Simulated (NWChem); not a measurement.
**C2H3NO (Nitrosoethylene) at 3 levels**

We compute a comparison of 3 runs (HF/STO-3G, HF/3-21G, B3LYP/6-31G*) of C2H3NO (Nitrosoethylene). 

Program for the calculation: NWChem 7.3.0.

2 further runs of the same task are left out: 2 set aside as unsound or not needed.

## (1) Starting point

C2H3NO has 7 atoms, charge 0, and is taken as a singlet. SMILES: `C=CN=O`. The C1–H5 distance was set to 1.624 Å, away from the relaxed value. At this shape a bond of the SMILES string is far longer than usual.

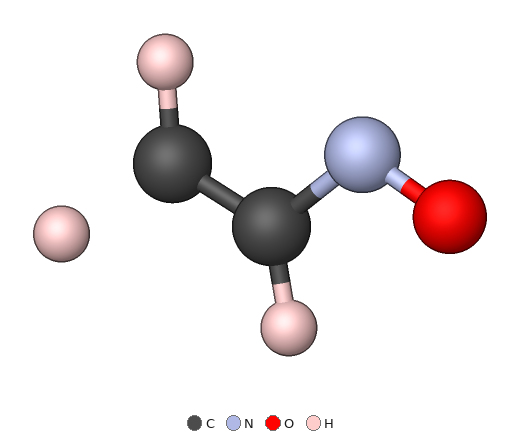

Viewed from a chosen angle; carbon dark grey, nitrogen light blue, oxygen red, hydrogen pink.

## (2) The energy at HF/STO-3G (run 1)

c2h3no.nw reads:

```
start c2h3no
title "C2H3NO hf"
memory stack 880 mb heap 220 mb global 1100 mb

geometry units angstroms noautosym nocenter noautoz
 C      0.158679     0.502777    -0.593555
 C     -0.018521    -0.598393     0.128035
 N      0.213499    -1.838373    -0.523645
 O      0.037059    -2.798963     0.180525
 H     -0.071800     1.985550     0.026660
 H      0.466819     0.415097    -1.629565
 H     -0.324771    -0.633333     1.171075
end

basis spherical bse
 * library STO-3G
end

scf
 singlet
 rhf
 thresh 1e-08
 maxiter 80
end

task scf energy
```

Launch:

```
$ nwchem c2h3no.nw > c2h3no.out
```

Log:

```text
[...]
  functions       =    23
[...]
  wavefunction    = RHF
[...]
         Total SCF energy =   -203.880897136109
      One-electron energy =   -484.459210154279
      Two-electron energy =    176.926982579482
 Nuclear repulsion energy =    103.651330438688
        Time for solution =      0.7s
[...]
```

Wall time 1.3 s (1 thread of AMD EPYC 9R45 (Zen 5), shared host); peak memory 0.099 GiB.

## (3) A single-point energy at HF/3-21G (run 2)

c2h3no.nw reads:

```
start c2h3no
title "C2H3NO energy"
memory total 2200 mb

geometry noautosym nocenter noautoz
  C      0.158679     0.502777    -0.593555
  C     -0.018521    -0.598393     0.128035
  N      0.213499    -1.838373    -0.523645
  O      0.037059    -2.798963     0.180525
  H     -0.071800     1.985550     0.026660
  H      0.466819     0.415097    -1.629565
  H     -0.324771    -0.633333     1.171075
end

basis "ao basis" spherical bse
  * library 3-21G
end

scf
  thresh 1e-08
  maxiter 80
end

task scf
```

Launch:

```
$ nwchem c2h3no.nw > c2h3no.out
```

Log:

```text
[...]
  functions       =    42
[...]
  wavefunction    = RHF
[...]
         Total SCF energy =   -205.407305933460
      One-electron energy =   -484.305282033221
      Two-electron energy =    175.246645661072
 Nuclear repulsion energy =    103.651330438688
        Time for solution =      0.7s
[...]
```

It took 1.3 s on 1 thread of AMD EPYC 9R45 (Zen 5), shared host; peak memory 0.099 GiB.

## (4) The energy at B3LYP/6-31G(d) (Cartesian functions) (run 3)

work.xyz reads:

```xyz
7

C      0.158679     0.502777    -0.593555
C     -0.018521    -0.598393     0.128035
N      0.213499    -1.838373    -0.523645
O      0.037059    -2.798963     0.180525
H     -0.071800     1.985550     0.026660
H      0.466819     0.415097    -1.629565
H     -0.324771    -0.633333     1.171075
```

run.py reads:

```python
from ase.io import read
from ase.calculators.nwchem import NWChem

molecule = read('work.xyz')

calc = NWChem(
    label='work',
    theory='dft',
    memory='2200 mb',
    basis='6-31G*',
    dft={'xc': 'b3lyp', 'mult': '1', 'grid': 'xfine', 'convergence': 'energy 1e-08', 'iterations': '100', 'mulliken': None},
    task='energy',
)
molecule.calc = calc

e = molecule.get_potential_energy()
print(f"E = {e:.6f} eV")
print("dipole (e A):", molecule.get_dipole_moment().round(4))
```

Launch:

```
$ export ASE_NWCHEM_COMMAND="nwchem PREFIX.nwi > PREFIX.nwo"
$ python run.py
```

Log:

```text
E = -5654.512445 eV
dipole (e A): [-0.0304  0.5756  0.04  ]
```

The calculator wrote work.nwi:

```
title "work"

permanent_dir work

scratch_dir work

start work

geometry units angstrom nocenter noautosym noautoz
  C  1.5867899999999999e-01 5.0277700000000003e-01 -5.9355500000000005e-01
  C  -1.8520999999999999e-02 -5.9839299999999995e-01 1.2803500000000001e-01
  N  2.1349899999999999e-01 -1.8383730000000000e+00 -5.2364500000000003e-01
  O  3.7059000000000002e-02 -2.7989630000000001e+00 1.8052499999999999e-01
  H  -7.1800000000000003e-02 1.9855499999999999e+00 2.6660000000000000e-02
  H  4.6681899999999998e-01 4.1509699999999999e-01 -1.6295649999999999e+00
  H  -3.2477099999999998e-01 -6.3333300000000003e-01 1.1710750000000001e+00
end

memory 2200 mb

basis noprint
   * library 6-31G*
end

dft
  xc b3lyp
  mult 1
  grid xfine
  convergence energy 1e-08
  iterations 100
  mulliken
end

task dft energy
```

work.nwo:

```text
Northwest Computational Chemistry Package (NWChem) 7.3.0
             --------------------------------------------------------

           Job information
           ---------------

    nwchem branch   = 7.3.0
    use scalapack   = T
    input           = work.nwi
    prefix          = work.
    data base       = work/work.db
    status          = startup
    nproc           =        1

           Memory information
           ------------------

    heap     =     72089598 doubles =      550.0 Mbytes
    stack    =     72089595 doubles =      550.0 Mbytes
    global   =    144179200 doubles =     1100.0 Mbytes (distinct from heap & stack)
    total    =    288358393 doubles =     2200.0 Mbytes
    verify   = yes
    hardfail = no

[... 102 lines left out ...]
  convergence criterion.
[... 18 lines left out ...]
          Convergence on density requested:  1.00D-05
[... 26 lines left out ...]
          Convergence Information
[... 63 lines left out ...]
   convergence    iter        energy       DeltaE   RMS-Dens  Diis-err    time
[... 22 lines left out ...]
           Coulomb energy =      202.472879187359
[... 7 lines left out ...]
                       DFT Final Molecular Orbital Analysis
[... 491 lines left out ...]
 center of mass
 --------------
 x =   0.17680817 y =  -2.31580892 z =  -0.34686973

 moments of inertia (a.u.)
 ------------------
         392.113592937420          -2.614383236632           9.962525210693
          -2.614383236632          41.859167272522          47.512027763653
           9.962525210693          47.512027763653         355.957222612450

     Multipole analysis of the density
     ---------------------------------

     L   x y z        total         alpha         beta         nuclear
     -   - - -        -----         -----         ----         -------
     0   0 0 0     -0.000000    -15.000000    -15.000000     30.000000

     1   1 0 0     -0.057364     -2.581854     -2.581854      5.106344
[... 8 lines of this table left out ...]
     2   0 0 2    -16.724111    -23.396156    -23.396156     30.068202

 Task  times  cpu:       10.5s     wall:       10.5s
 Total times  cpu:       10.5s     wall:       10.5s
```

It took 11 s on 1 thread of AMD EPYC 9R45 (Zen 5), shared host; peak memory 0.13 GiB.

## (5) Overview of the runs

```
run                               level  Cartesian functions  iteration cap  energy (Eh)  dipole moment (D)  HOMO energy (eV)  LUMO energy (eV)  wall time
  1                           HF/STO-3G                   no             80  -203.880897               2.24             -8.15              5.36      1.3 s
  2                            HF/3-21G                   no             80  -205.407306               3.18            -10.84              1.83      1.3 s
  3  B3LYP/6-31G* (Cartesian functions)                  yes            100  -207.799501               2.78             -6.13             -2.75       11 s
```

## (6) What came out

```
            quantity          value
 run 3: total energy  -207.79950 Eh
run 3: dipole moment         2.78 D
  run 3: HOMO energy       -6.13 eV
  run 3: LUMO energy       -2.75 eV
run 3: HOMO–LUMO gap        3.37 eV
```

What this shows: The dipole moment (its size) runs from 2.24 D (HF/STO-3G) to 3.18 D (HF/3-21G). The HOMO–LUMO gap runs from 3.37 eV (B3LYP/6-31G*) to 13.50 eV (HF/STO-3G). The two ends differ in method and basis. In run 1 the basis is minimal, so the values are rough. All runs together took 14 s, the longest 11 s.
